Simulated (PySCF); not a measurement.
## Electronic structure of ClOYb (charge −1) in real space

```csv
atom,x (Å),y (Å),z (Å)
Yb,0.2380,0.0000,-0.3758
O,1.8294,0.0000,0.6514
Cl,-2.0299,0.0000,0.9239
```

The highest occupied orbital lies above zero, a sign that basis and functional describe the outermost electron poorly.

Computed with RKS PBE0, Yb def2-SVP with ECP28, O def2-SVP, Cl def2-SVP; non-relativistic Hamiltonian with scalar-relativistic core potentials where named; density fitting in PySCF 2.14.0.

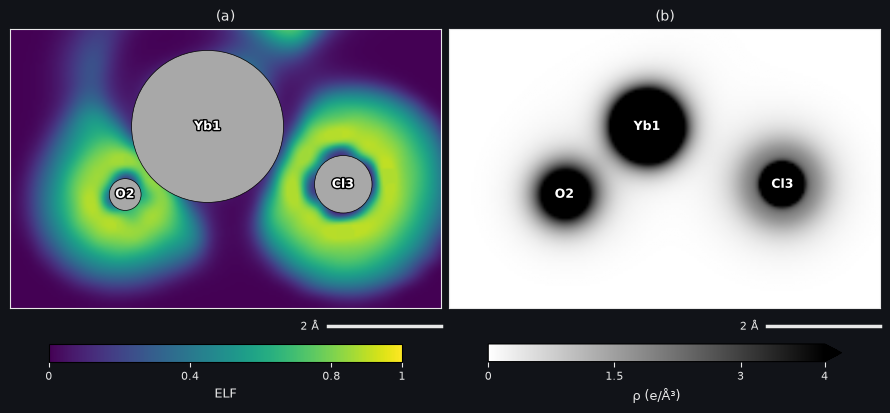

Figure 1. (a) ELF; (b) total electron density on the molecular plane. Grey discs cover the atomic cores in the ELF map.

**Read the bonding off the picture.**

The section cuts through Yb, O and Cl sites. Yb–O (1.89 Å): ρ at the midpoint is about 1.1 e/Å³; the ELF peaks at about 0.80 in the valence shell of O, 0.5 Å from its nucleus, and drops to about 0.30 between the two atoms. Yb–Cl (2.61 Å): ρ is about 0.31 e/Å³ halfway; the ELF peaks at about 0.85 in the valence shell of Cl, 0.8 Å from its nucleus, and is about 0.20 at the midpoint.

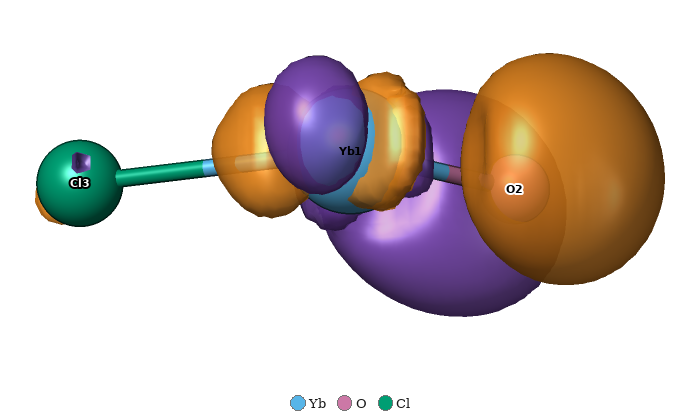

Figure 2. The HOMO−1 at ±0.1 Å⁻³ᐟ² (orange and purple are the two phases), seen from one side.

**Where does this orbital lie, and at what energy?**

Its weight (Hirshfeld) is mainly on O2 (about 55 %) and Yb1 (about 45 %); it is symmetric in the molecular plane (an in-plane orbital: σ, lone-pair or in-plane π type). Its energy is −0.31 eV.
